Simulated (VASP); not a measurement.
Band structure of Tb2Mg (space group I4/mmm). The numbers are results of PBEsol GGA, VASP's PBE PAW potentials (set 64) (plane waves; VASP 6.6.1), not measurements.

The 4f electrons are frozen in the core of the lanthanide potential, so 4f levels, which can set the real gap, and their magnetism are missing.

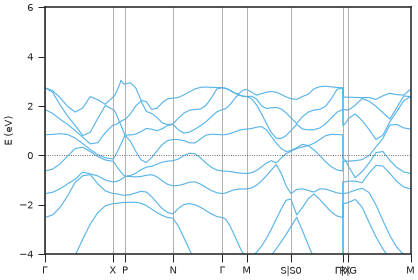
Figure: Bands along high-symmetry lines, zero at the valence-band maximum or, without a gap, the Fermi level

Read the plot: is there a gap, and where are the band edges?

It has no gap at this level: it comes out as a metal or semimetal. (Edges off the drawn lines would not show.)

The structure comes from a computed database's Tb2Mg entry (I4/mmm); how it stands against other phases isn't given here. It was relaxed first, which changed the volume by -6 %.
